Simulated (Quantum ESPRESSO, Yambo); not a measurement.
# GaAs (F-43m): G0W0 with Yambo, start to end, part 3 of 3

Wanted: ground state, empty states, screening and self-energy for GaAs (F-43m).

Quantum ESPRESSO 7.5 and Yambo 5.3.0; PBE and many-body steps on it, plane waves. Known limits of the many-body steps: not at the basis limit; no spin-orbit coupling; coarse k mesh.

So far. Step 3 (Bands along the symmetry lines): The gap is 0.518 eV, as in the run before at this level. Step 4 (Empty states on the mesh, 4×4×4 mesh, 88 bands): On this mesh the gap is 0.518 eV.

**6. Screening and self-energy, 4×4×4 mesh, 88 bands, screening to 129.3 eV**

G0W0 replaces the xc potential by the self-energy, built once from these orbitals. Only a window of levels is corrected, while the sums run over the empty bands that the input names.

This step: G0W0 on PBE, plane waves, norm-conserving pseudopotentials.

The input, gw1.in:

```
HF_and_locXC
gw0
dyson
ppa
em1d
rim_cut
RandQpts= 1000000
RandGvec= 1 RL
EXXRLvcs= 104 Ry
VXCRLvcs= 416 Ry
Chimod= "HARTREE"
% BndsRnXp
 1 | 88 |
%
NGsBlkXp= 9.5 Ry
% LongDrXp
 1 | 1 | 1 |
%
% GbndRnge
 1 | 88 |
%
DysSolver= "n"
ExtendOut
PPAPntXp= 27.21138 eV
% QPkrange
 1 | 1 | 21 | 24 |
%
```

The run is started by

```bash
$ OMP_NUM_THREADS=1 mpirun -n 8 yambo -F gw1.in -J gw1 -C gw1 > gw1.log
```

Log:

```text
 Yambo, version 5.3.0

 [02] CORE Variables Setup
 =========================

  [... cell, symmetries and grids as in the set-up ...]

  [02.05] Energies & Occupations
  ==============================

  [X] === General ===
  [X] Electronic Temperature                        :  0.000000  0.000000 [eV K]
  [X] Bosonic    Temperature                        :  0.000000  0.000000 [eV K]
  [X] Finite Temperature mode                       : no
  [X] El. density                                   :  0.97390E+24 [cm-3]
  [X] Fermi Level                                   :  9.827510 [eV]

  [X] === Gaps and Widths ===
  [X] Conduction Band Min                           :  0.518058 [eV]
  [X] Valence Band Max                              :  0.000000 [eV]
  [X] Filled Bands                                  :  22
  [X] Empty Bands                                   :   23   88
  [X] Direct Gap                                    :  0.518058 [eV]
  [X] Direct Gap localized at k                     :  1
  [X] Indirect Gap                                  :  0.518058 [eV]
  [X] Indirect Gap between kpts                     :  1  1
  [X] Last valence band width                       :  3.339194 [eV]
  [X] 1st conduction band width                     :  4.106600 [eV]

 [03] Transferred momenta grid and indexing
 ==========================================

 IBZ Q-points                                      :   8
 BZ  Q-points                                      :   64

 K/Q-points units:
 rlu = crystal or reduced units; cc = cartesian coordinates; iku = interal k-units

 Q [1]          [rlu]:  0.000000  0.000000  0.000000
 Q [2]          [rlu]: -0.91587E-18 -0.91587E-18  0.25000
 Q [3]          [rlu]:  0.18317E-17  0.18317E-17 -0.50000
 Q [4]          [rlu]:  0.26116E-17  0.25000      0.25000
 Q [5]          [rlu]:  0.71282E-16  0.25000      0.50000
 Q [6]          [rlu]:  0.18317E-17  0.25000     -0.25000
 Q [7]          [rlu]: -0.52231E-17 -0.50000     -0.50000
 Q [8]          [rlu]:  0.250000 -0.500000 -0.250000

 [04] Coloumb potential Random Integration (RIM)
 ===============================================

  [04.01] RIM initialization
  ==========================

  * Diagonal components only detected *

  8 x (sBL volume)        :  0.101699 [a.u.]
  sBZ random points       :  1000000
  Points outside the sBZ  :   7987327
  RL volume               :  0.813588 [a.u.]
  Integrated volume       :  0.814879 [a.u.]

  [04.02] RIM integrals
  =====================

  Gamma point sphere radius             :  0.084669 [a.u.]
  Points outside the sphere             :   799513
  [Int_sBZ(q=0) 1/q^2]*(Vol_sBZ)^(-1/3) =:  7.764325
                                 should be <:  7.795600

  Summary of Coulomb integrals for non-metallic bands |Q|[au] RIM/Bare

  Q [1] 0.100000E-4 0.995988 * Q [2] 0.254653 1.066317
  Q [4] 0.294048 1.065091 * Q [6] 0.415847 1.027759
  Q [5] 0.487623 1.020584 * Q [3] 0.509306 1.018268
  Q [7] 0.588096 1.014689 * Q [8] 0.657511 1.011648

 [05] Dipoles
 ============

  [05.01] Setup: observables and procedures
  =========================================

 [06] Dynamic Dielectric Matrix (PPA)
 ====================================

 [SLK-Inversion]  Pools        :  2
 [SLK-Inversion]  BLACS grid   :  2  2

 [WR./gw1//ndb.pp]---------------------------------------------------------------
  Brillouin Zone Q/K grids (IBZ/BZ)                :    8   64    8   64
  RL vectors                                       :   6567 [WF]
  Coulomb cutoff potential                         : none
  Electronic Temperature                           :  0.000000 [K]
  Bosonic    Temperature                           :  0.000000 [K]
  PPA    diel. fun.  energies                      : Perdew, Burke & Ernzerhof(X)+Perdew, Burke & Ernzerhof(C)
  wavefunctions                                    : Perdew, Burke & Ernzerhof(X)+Perdew, Burke & Ernzerhof(C)
  Global Gauge                                     : length
  X matrix size                                    :  181
  X band range                                     :    1   88
  X e/h energy range                               : -1.000000 -1.000000 [eV]
  X Time ordering                                  : R
  X Hxc Kernel                                     : HARTREE
  X Drude frequency                                :  0.000000  0.000000
  X poles                                          :  100.0000 [o/o]
  RL vectors in the sum                            :   6567
  [r,Vnl] included                                 : yes
  Field direction                                  :  0.577350E-5  0.577350E-5  0.577350E-5
  BZ energy Double Grid                            : no
  BZ energy DbGd points                            : 0
  BZ Q point size factor                           : -1.000000
  X Optical Averaged directions                    : none

 [07] Local Exchange-Correlation + Non-Local Fock
 ================================================

 [VXC] Plane waves :   43655
 [EXS] Plane waves :   5601

 QP @ state[ 1 ] K range:  1  1
 QP @ state[ 1 ] b range:  21  24

 [xc] Functional : Perdew, Burke & Ernzerhof(X)+Perdew, Burke & Ernzerhof(C)
 [xc] LIBXC used to calculate xc functional
  PP Number of Atomic Species                      :  2
  NLCC RL compoments                               :   43655
  PP Number of Atomic Species                      :  2
  NLCC RL compoments                               :   43655

 [xc] E_xc :  -45.46122 [Ha]
      E_xc :  -90.92243 [Ry]

  Local XC kind (lXC) : Perdew, Burke & Ernzerhof(X)+Perdew, Burke & Ernzerhof(C)
  Non-Local XC kind (nlXC) : Hartree-Fock

  Corrections @ K [1] :  [eV]
 <21|nlXC|21> = -15.93717  0.72104E-18 <21|lXC|21> = -14.36258  0.000000
 <22|nlXC|22> = -15.93725  0.13923E-16 <22|lXC|22> = -14.36256  0.000000
 <23|nlXC|23> = -10.69833 -0.27267E-17 <23|lXC|23> = -14.69849  0.000000
 <24|nlXC|24> = -7.088695 -0.23355E-17 <24|lXC|24> = -11.53166  0.000000

 [08] Dyson equation: Newton solver
 ==================================

  [08.01] G0W0 (W PPA)
  ====================

  [  GW  ] Bands range     :    1   88
  [GW/PPA] G damping       :  0.100000 [eV]

  QP @ state[ 1 ] K range:  1  1
  QP @ state[ 1 ] b range:  21  24

   Sc/G bands                                       :    1   88
   Sc/G damping                                     :  0.100000 ev
   Sc bands terminator                              : no
   Sx RL components                                 :   5601

   QP @ state[ 1 ] K range                          :  1  1
   QP @ state[ 1 ] b range                          :  21  24
   GF energies kind                                 : Perdew, Burke & Ernzerhof(X)+Perdew, Burke & Ernzerhof(C)
   GF WF`s kind                                     : Perdew, Burke & Ernzerhof(X)+Perdew, Burke & Ernzerhof(C)
   Xs energies kind                                 : Perdew, Burke & Ernzerhof(X)+Perdew, Burke & Ernzerhof(C)
   Xs WF`s kind                                     : Perdew, Burke & Ernzerhof(X)+Perdew, Burke & Ernzerhof(C)

 [11] Game Over & Game summary
```

Elapsed: 53 s, on 8 MPI ranks of AMD EPYC 7R43, shared host; peak memory 4.3 GiB.

This step gave:

* G0W0 gap on the points computed: 1.195 eV
* starting gap on the mesh: 0.5181 eV
* k of the valence top: 0, 0, 0
* k of the conduction bottom: 0, 0, 0
* least direct G0W0 gap on the computed points: 1.195 eV
* Z at the valence top: 0.7950
* Z at the conduction bottom: 0.7986

The gap on the mesh goes from 0.52 eV to 1.20 eV, a correction of +0.68 eV.

Limits: finite bands, cutoff and mesh; no spin-orbit coupling; coarse k mesh. v1 is the top filled band, c1 the lowest empty one. The levels before and after the correction (eV, zero at the valence-band top of each column):

|  | conduction bottom | valence top |
| --- | --- | --- |
| Kohn-Sham | 0.52 | 0.00 |
| G0W0 | 1.20 | 0.00 |

|  | level | energy (eV) |
| --- | --- | --- |
| Kohn-Sham | Γ v2-v1 | 0.000 |
| Kohn-Sham | Γ c1 | 0.518 |
| Kohn-Sham | Γ c2 | 3.737 |
| G0W0 | Γ v2-v1 | 0.000 |
| G0W0 | Γ c1 | 1.195 |
| G0W0 | Γ c2 | 4.276 |

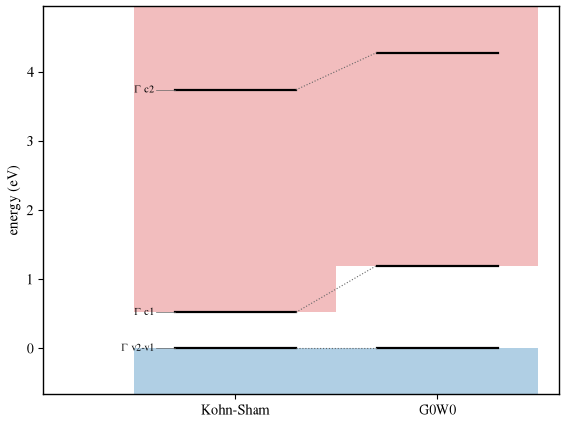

Levels before and after the correction. Shaded: valence and conduction bands.

**7. Where the time went**

Times are wall times on the hardware named with each run, good to a factor of about two.

| step | time | share | memory (GiB) |
| --- | --- | --- | --- |
| ground state | 5.9 s | 8 % | 0.65 |
| bands along the symmetry lines | 4 s | 6 % | 0.61 |
| empty states on the mesh | 3.9 s | 5 % | 0.61 |
| conversion and set-up | 4 s | 6 % | 0.25 |
| screening and self-energy | 53 s | 75 % | 4.3 |

**8. Results**

| Item | Value |
| --- | --- |
| PBE gap | 0.52 eV, direct |
| G0W0 gap on the mesh | 1.20 eV |
| GW settings | 4×4×4 mesh, 88 bands, screening to 129.3 eV, Godby-Needs plasmon pole |
| known limits | not at the basis limit; no spin-orbit coupling; coarse k mesh |

**Reading.** G0W0 moves the gap on the mesh from 0.52 eV to 1.20 eV (+0.68 eV), with Z of 0.80 and 0.80 at the edges. Only 1 of the mesh's irreducible points was corrected, so a valley elsewhere could overtake. The dearest step here is «screening and self-energy». Against experiment, by G0W0@PBE: the direct gap of 1.20 eV lies −0.31 eV from the measured 1.51 eV (exciton, 77 K, 2020); the direct gap of 1.20 eV lies −0.22 eV from the measured 1.412 ± 0.01 eV (direct, 300 K, 2008); the direct gap of 1.20 eV lies −0.22 eV from the measured 1.418 ± 0.005 eV (direct, 300 K, 2008); the direct gap of 1.20 eV lies −0.22 eV from the measured 1.42 eV (direct, 300 K, 2004). An exciton line or allowed optical edge lies below the quasiparticle gap by the binding energy; a forbidden edge can push the onset above it. The calculation has static nuclei and no excitons; a measured gap holds zero-point and thermal motion, which mostly lowers it. Bands and cutoff are finite, so the gap is not at the basis limit. The miss can reach some tenths of an eV and take either sign; the mesh is an error of its own. In the G0W0 run levels were corrected at 1 k point alone, so a gap called «on the mesh» is the least over those, and an edge elsewhere would be missed. The 4×4×4 mesh is coarse for this cell, which bears on the long-range parts of exchange and screening. The many-body steps are scalar-relativistic: spin-orbit coupling is not in them.

[Paths, hosts, dates, memory and timing lines, banners, echoed tables and standing remarks are left out of the program output.]

[Logs are printed without paths, hosts, clocks, repeated set-up lines and the standing remarks that a program may print on its own settings, such as how far it seeks lower states.]

[Runs of the session that timed out or met a known fault of the program may be left out.]

[Hosts, paths, dates, database ids (printed as entryN), source tags and the programs' standing remarks are cut or masked in the printed files.]
